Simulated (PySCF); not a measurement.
## EPR calculation, with input and output: SiNH4

- system: SiNH4, multiplicity 2
- method: UKS B3LYP, pcH-1 on H N Si, non-relativistic, mean-field spin-orbit, GIAO (PySCF 2.14.0)

It belongs to a series of runs on one base structure; here: X = H replaced by NH2.

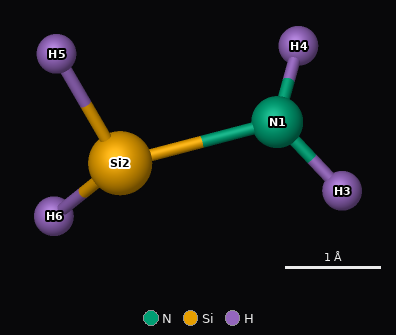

The structure (ball-and-stick view, seen at a tilt; atoms are numbered from 1 in the order of the input).

Summary:

```tsv
quantity	value
outcome	converged
total energy	−346.632803 hartree
⟨S²⟩	0.751
isotropic g	2.0030
hardware	1 CPU thread, shared host
wall time	8.5 s
peak memory	0.32 GiB
```

Input file:
```
{"job": {"kind": "epr", "basis": "pcH-1"}, "charge": 0, "multiplicity": 2}
N     -0.890818    -0.101691     0.182349
Si     0.809298     0.141464     0.315847
H     -1.516978     0.651434     0.416539
H     -1.250523    -0.601242    -0.620371
H      1.431688    -1.172785     0.304879
H      1.420456     1.084810    -0.620818
```

The first line tells a small driver script what to run in PySCF; the rest is the geometry in Å.

Launch command:
```bash
OMP_NUM_THREADS=1 python <driver script> task.json out
```

Output:
```
UKS, coarse grid
  cycle   1  E = -346.59065788  |g| = 3.25e-01
  cycle   2  E = -346.52642287  |g| = 4.96e-01
  cycle   3  E = -346.63210532  |g| = 3.73e-02
  cycle   4  E = -346.63278331  |g| = 5.30e-03
  cycle   5  E = -346.63280008  |g| = 8.64e-04
  cycle   6  E = -346.63280229  |g| = 3.78e-04
UKS, final grid
  cycle   1  E = -346.63280291  |g| = 3.54e-04
  cycle   2  E = -346.63280287  |g| = 5.02e-04
  cycle   3  E = -346.63280298  |g| = 5.86e-05
  cycle   4  E = -346.63280298  |g| = 1.65e-05
internal stability: stable
E = -346.63280298 Eh   <S^2> = 0.7513 (exact 0.7500)
g shifts (ppm)      1          2          3
  rmc          -131       -131       -131
  gc             11         44         43
  oz_so         -21        446       1980
  total        -141        359       1892
hyperfine (MHz)  atom isotope    a_iso     a_fc   dipolar eigenvalues
    0   14N      20.36      20.34     -2.37     -1.69      4.06
    1  29Si    -513.04    -514.09   -168.97     82.53     86.45
    2    1H       5.63       5.62     -5.59     -2.67      8.26
    3    1H      67.99      67.99     -4.43     -2.08      6.51
    4    1H      17.54      17.52     -9.61      0.30      9.31
    5    1H      93.72      93.70     -9.78      1.65      8.13
```

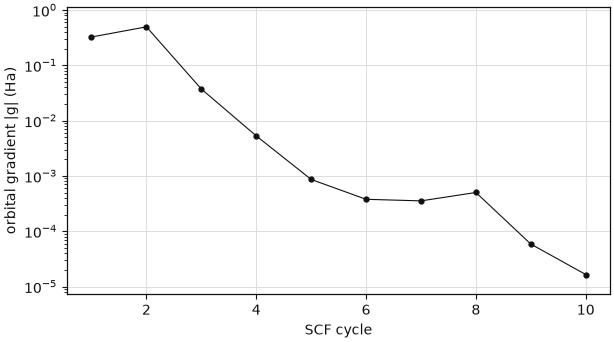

Convergence of the self-consistent field: orbital gradient |g| against the SCF cycle. All cycles printed in the log are drawn one after another.

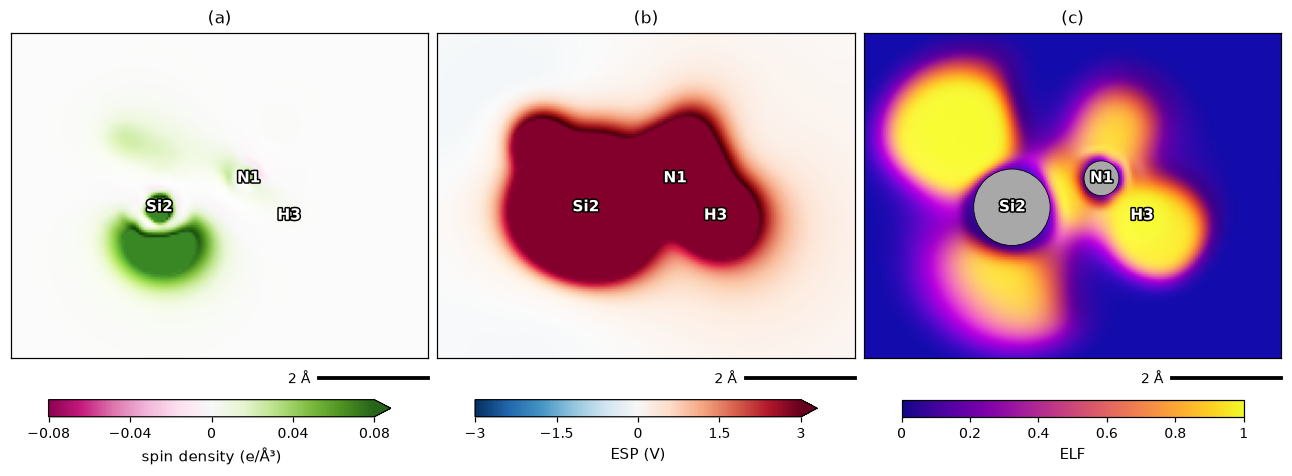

(a) spin density; (b) electrostatic potential; (c) electron localisation function on the plane of atoms Si2, N1 and H3. Grey discs, where drawn, cover atomic cores. The section cuts through N, Si and H sites. Si–N (1.72 Å): the ELF peaks at about 0.90 between the atoms (a polar covalent bond). The unpaired spin (1 electron) lies mostly on Si2 (about 0.8) and H6 (about 0.1), in electrons by Hirshfeld's partition. The potential has no marked negative region in this plane.

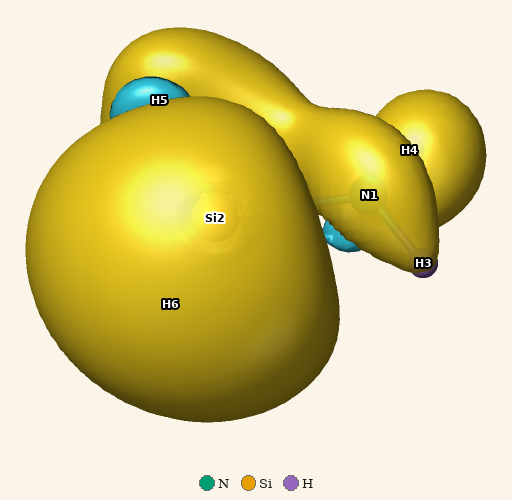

Isosurfaces of the spin density at +0.004 (yellow) and −0.004 e/Å³ (cyan), seen at a tilt. The unpaired spin (1 electron) lies mostly on Si2 (about 0.8) and H6 (about 0.1), in electrons by Hirshfeld's partition.
